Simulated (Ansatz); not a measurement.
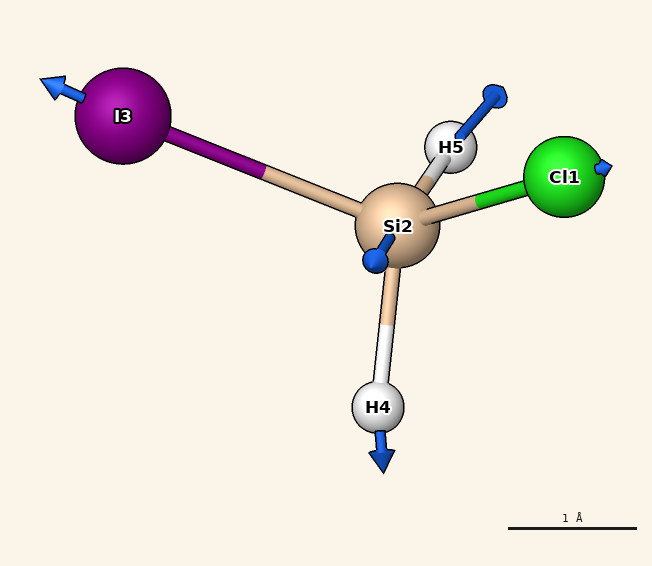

Arrows show the forces on the atoms, 0.5 Å of arrow for 1 eV/Å; forces under a tenth of the largest aren't drawn. Level of theory: r2SCAN-D4/def2-TZVPP (Ansatz 0.2.0).

### On which atom is the force largest, and how large is it?

On H5: 1.89 eV/Å.

### Which bond do the forces act along most?

Si2–H5, now 1.391 Å: the forces push its atoms apart, so a first step downhill lengthens it.

List the force components in the frame of the picture (x right, y up, z towards the viewer), in eV/Å.

| atom | Fx | Fy | Fz |
| --- | --- | --- | --- |
| Cl1 | 0.25 | 0.06 | 0.12 |
| Si2 | −0.30 | −0.48 | 1.41 |
| I3 | −0.70 | 0.31 | 0.16 |
| H4 | 0.06 | −0.69 | −0.13 |
| H5 | 0.69 | 0.79 | −1.57 |
